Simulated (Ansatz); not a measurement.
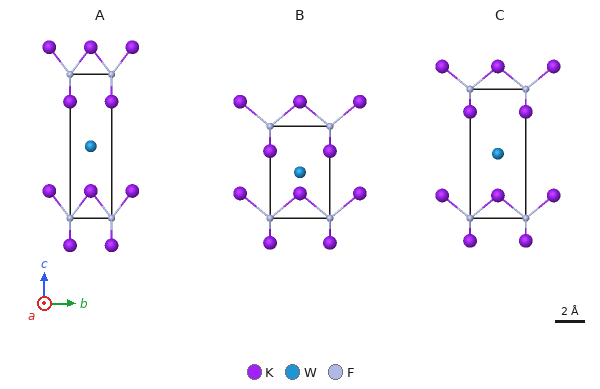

3 geometries from one relaxation of solid K$_{2}$WF (a generated structure, set up in P-4m2) (coarse preliminary run), in shuffled order. A ball-and-stick model of the cell of the calculation, seen along the a axis.

All numbers below come from DFT PBE, scalar-relativistic, plane waves, PAW (Ansatz). Set-up: plane-wave cutoff 420 eV; k-point mesh 4 × 4 × 4; occupations gaussian; smearing width 0.1 eV; collinear spin; cell and atoms relaxed; force threshold 0.04 eV/Å; at most 70 steps.

Question: Put them in the order of the run, from the start to the converged end.

Answer: B, C, A. They are steps 0, 11, 25, at +1387 meV per atom, +419 meV per atom relative to the last. The largest moves relative to the cell, 0.81 Å, are those of K atoms. F and W stay in place. Cell: a = b 4.235 → 2.937 Å (−30.7 %), c 6.493 → 10.168 Å (+56.6 %). Volume −24.7 %. Some distances before and after: W–W 4.235 → 2.937 Å, K–K 4.235 → 2.937 Å, K–W 2.594 → 3.484 Å, F–K 2.746 → 2.421 Å. Bond angles that change, for instance: K–F–K 100.9° → 74.7°, F–K–F 100.9° → 74.7°, K–F–K 113.9° → 129.2°. The space group stays P-4m2 (No. 115). After 21 accepted moves (25 points after the start) the energy has fallen by 1387 meV per atom. The largest force component goes from 3.7 to 0.0028 eV/Å. Pressure: 10.25 GPa at the start and 0.17 GPa at the end. The line search rejected the trial step at point 17 of the run. At 3 points the geometry stayed and the basis and grid were re-selected for the new cell (energy shift of 45.9 meV per atom at most each time).

Limits of the set-up: the k-point mesh is coarse for a cell with partly filled bands.
